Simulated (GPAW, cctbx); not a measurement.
# Bonding in CaV2Cd2 as X-rays see it

Aim: compute the bonding part of the density of CaV2Cd2, find which reflections carry it, and see how it biases an ordinary refinement.

The start was made by putting kin elements into a known structure type; the compound need not exist, or be stable, in this form. All numbers below are calculated.

## Step 1: Relax the structure

The density hangs on the geometry, so cell and atoms are relaxed first, with the symmetry held. The cutoff is set higher than for the density because stress converges slowly with plane waves.

Settings: GPAW 26.7.0, PBE, 570 eV, 5×5×3 k-points (along the axes of the calculation cell), Fermi–Dirac width 0.1 eV, spin-polarised, BFGS to 0.03 eV/Å.

```text
cell
1.0
     4.288000000    0.000000000    0.000000000
    -2.144000000    3.713516931    0.000000000
     0.000000000    0.000000000    6.910000000
Cd V Ca
2 2 1
Direct
0.666666667 0.333333333 0.369300000
0.333333333 0.666666667 0.630700000
0.666666667 0.333333333 0.763000000
0.333333333 0.666666667 0.237000000
0.000000000 0.000000000 0.000000000
```

```console
$ OMP_NUM_THREADS=1 mpirun -n 4 gpaw python run.py > gpaw.log
```

```text
BFGS:    0      -15.861671        1.564663
BFGS:    1      -15.959500        1.442431
BFGS:    2      -16.392992        0.732315
BFGS:    3      -16.518728        0.468346
...
BFGS:   22      -17.592136        0.083440
BFGS:   23      -17.594066        0.044801
BFGS:   24      -17.594924        0.016273
cell  5.0075 5.0075 5.5805  90.00 90.00 120.00
volume 121.182 A^3, largest force 0.020 eV/A, largest stress 0.07 GPa
```

The cell moved far, while the k-mesh and basis were chosen for the start, so the final shape may be somewhat biased.

After 24 steps the volume has changed by +10.1 % and the energy by -1.733 eV; the largest stress left is 0.07 GPa. It took 21 min on 4 cores of Arm Neoverse N1 (shared host), peak memory 1.5 GiB.

Relaxed structure: P-3m1 (no. 164), a = 5.0075 Å, b = 5.0075 Å, c = 5.5805 Å, α = 90.00°, β = 90.00°, γ = 120.00°.

| atom | mult. | x | y | z |
| --- | --- | --- | --- | --- |
| Cd1 | 2 | 2/3 | 1/3 | 0.3449 |
| V1 | 2 | 2/3 | 1/3 | 0.8407 |
| Ca1 | 1 | 0 | 0 | 0 |

## Step 2: Density and charge transfer

X-rays see the whole electron density, so the PAW density is rebuilt with its core regions. Subtracting spherical free atoms from the same code cancels the cores and leaves the deformation density Δρ, the part due to bonding.

Settings: PBE, 450 eV, 6×6×4 k-points (along the axes of the calculation cell), Fermi–Dirac width 0.1 eV, spin-polarised; primitive cell of 5 atoms.

```console
$ OMP_NUM_THREADS=1 mpirun -n 4 gpaw python run.py > gpaw.log
```

```text
|iter:   1|       0s |  -18.354204 | +0.27 |       |  +4.0135|
|iter:   2|       5s |  -17.844168 | -0.52 | -0.98 |  +4.1189|
|iter:   3|       9s |  -17.346269 | -1.08 | -1.17 |  +4.2573|
...
|iter:  16|      69s |  -17.394669c| -6.89 | -5.36c|  +6.7285|
|iter:  17|      72s |  -17.394666c| -7.34 | -5.66c|  +6.7284|
|iter:  18|      74s |  -17.394666c| -7.72c| -6.07c|  +6.7284|
```

```text
grid (50, 50, 56)  electrons 162.000  moved by bonding 0.899 e
deformation density beyond 0.5 A of the nuclei: max 0.220, min -0.171 e/A^3
atom        x       y       z   Voronoi charge  moment
Cd1    0.6667  0.3333  0.3449      0.120       0.02
Cd2    0.3333  0.6667  0.6551      0.120       0.02
V 3    0.6667  0.3333  0.8407     -0.151       2.53
V 4    0.3333  0.6667  0.1593     -0.151       2.53
Ca5    0.0000  0.0000  0.0000      0.063       0.08
mean inner potential of superposed free atoms 16.964 V
total magnetic moment 6.728 muB
```

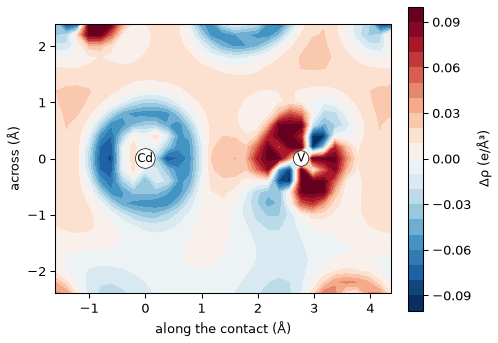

Deformation density in a plane through the shortest contact of the Cd atom at the origin; red gains electrons, blue loses them.

V gains most (-0.15 e) and Cd loses most (+0.12 e), which isn't the order of electronegativity: valence and coordination count too, and Voronoi cells cut space at the midplane whatever the atoms' sizes. Along the shortest contact from the Cd atom at the map's origin, Cd–V at 2.77 Å, Δρ is +0.03 e/Å³ at the midpoint and highest, +0.13, 2.19 Å from Cd (points within 0.5 Å of a nucleus left out): little piles up between the atoms. At the midpoints of other shortest contacts it is 0.00 (V–Ca, 3.02 Å), +0.02 (Cd–Cd, 3.37 Å) and +0.02 (V–V, 3.39 Å) e/Å³. Point values carry grid noise of about 0.01 e/Å³. The cell's moment is 6.73 μB; the largest inside an atomic sphere is 2.53 μB. The run needed 18 iterations, 90 s.

## Step 3: Structure factors

The Fourier components of Δρ, added to those of the free atoms, give the static X-ray structure factors; the Mott–Bethe relation turns them into the Fourier components V of the potential that fast electrons feel.

```text
static structure factors of the conventional cell: F in electrons, V (Mott-Bethe) in volts
   h  k  l      d  |F| table  |F| free   |F| DFT   change   |V| free  |V| DFT  change %
   0  0  1  5.5805    10.723    10.665    10.182   -0.483     1.847    1.278    -30.8
   1  0  0  4.3366    47.043    47.052    47.135    0.083     2.808    2.750     -2.1
   1  0  1  3.4242    62.385    62.456    62.141   -0.315     3.255    3.395      4.3
   1  0 -1  3.4242     3.628     3.629     3.443   -0.186     1.300    1.217     -6.3
   0  0  2  2.7902    29.537    29.465    29.133   -0.331     1.523    1.621      6.4
   1  1  0  2.5037   126.240   126.014   125.878   -0.136     8.532    8.565      0.4
   1  0  2  2.3465    52.578    52.431    52.181   -0.249     2.857    2.909      1.8
   1  0 -2  2.3465   122.489   122.245   122.183   -0.061     8.027    8.039      0.2
   1  1  1  2.2844    10.972    10.988    10.849   -0.139     0.373    0.346     -7.3
   2  0  0  2.1683    39.701    39.573    39.417   -0.156     2.032    2.060      1.4
   2  0  1  2.0211     4.197     4.201     4.036   -0.165     0.541    0.516     -4.7
   2  0 -1  2.0211    54.096    54.106    53.928   -0.178     2.424    2.452      1.1
   1  1  2  1.8635    25.786    25.696    25.664   -0.033     1.174    1.179      0.4
   0  0  3  1.8602    51.178    51.173    50.989   -0.184     2.224    2.248      1.1
```

The largest X-ray change is -0.48 e on 001, 4.5 % of |F|. For electrons V goes as (Z − F)/g², so a change of F counts against Z − F, which is small at low angle and wherever the atoms' terms cancel: |V| of 001 moves by -30.8 % (1.85 to 1.28 V) against -4.5 % in |F|. The last three rows still change by up to 0.18 e; the table stops while the angles are still low. The tabulated Hartree–Fock atoms differ from the free DFT atoms by up to 0.24 e, so the choice of reference atom matters too.

## Step 4: Which functional?

The same geometry is run with other functionals, to see whether the bonding signal is larger than the spread between approximations. Free atoms are LDA for LDA and PBE otherwise; meta-GGAs and hybrids keep PBE cores. Any other changed setting is in the row's label.

```csv
run,ΔF 001 (e),ΔF 002 (e),ΔF 101 (e),q(V) (e),moved (e),time
PBE,-0.483,-0.331,-0.315,-0.151,0.899,90 s
LDA,-0.467,-0.334,-0.298,-0.144,0.839,80 s
r2SCAN,-0.449,-0.348,-0.302,-0.141,1.162,4.1 min
PBE 1×1×1 (unsound),-0.801,-0.389,-0.310,-0.181,1.520,21 s
```

At the base's settings ΔF(001) spans -0.483 to -0.449 e, a spread of 7 % of the PBE value; over the three listed reflections the spread is at most 7 %, so sign and size hold across the functionals. The run marked unsound (k-mesh far too coarse) misses ΔF(001) by 0.318 e. Times are from shared hosts.

## Step 5: What a spherical-atom refinement makes of it

Routine crystallography fits spherical atoms. To see the bias, intensities are simulated from tabulated atoms plus the DFT change ΔF, so that bonding alone can misfit (4000 reflections of the full sphere, merged to the counts below, to 0.5 Å, 1 % proportional noise plus counting noise, assumed isotropic U as listed, Δρ smeared by the mean U) and refined with cctbx over different ranges.

```csv
range,data,R1,GooF,U Cd1 (true 0.0066),U V1 (true 0.0086),U Ca1 (true 0.009),largest shift (Å),"Δρ max, min (e/Å³)"
all data,416,0.0044,1.06,0.0066,0.0086,0.0090,0.0001,"0.27, -0.23"
"low resolution, d > 0.84",101,0.0041,1.21,0.0065,0.0087,0.0091,0.0002,"0.14, -0.13"
"high order, d < 0.75",280,0.0048,1.01,0.0066,0.0086,0.0090,0.0001,"0.23, -0.19"
"occupancies free, d > 0.7",164,0.0038,1.08,0.0066,0.0089,0.0091,0.0003,"0.15, -0.16"
```

With all data GooF is 1.06, so at this noise the bonding hardly shows; the top residual peak, near noise level, lies 0.63 Å from V and 2.40 Å from Ca. No U is off by more than 3 s.u. at low resolution. With Cd1 held at 1 and the scale free, the other occupancies refine to V1 1.005(0.002) and Ca1 1.001(0.002), within three s.u. of full.

## Step 6: Answer

Bonding moves 0.90 e in the primitive cell of CaV2Cd2 and changes the structure factors of the conventional cell in the table above by at most 0.48 e (001, 4.5 %), and among reflections above 2 % of the strongest by up to 5.1 % (1 0 -1). The shortest bond, Cd–V, has Δρ = +0.03 e/Å³ at its midpoint. At the base's settings ΔF(001) spans -0.483 to -0.449 e, a spread of 7 % of the PBE value; over the three listed reflections the spread is at most 7 %, so sign and size hold across the functionals. With all data GooF is 1.06, so at this noise the bonding hardly shows. Limits: static density, frozen cores, no spin–orbit coupling; a ferromagnetic start is the only order tried, and the real ground state may be antiferromagnetic or insulating.

[Outputs are excerpts: Python notices, other lines and further rows are left out; steps that failed or that the build refused (PBEsol, TPSS) are not shown.]

[Logs are printed without paths, hosts, clocks, repeated set-up lines and the standing remarks that a program may print on its own settings, such as how far it seeks lower states.]
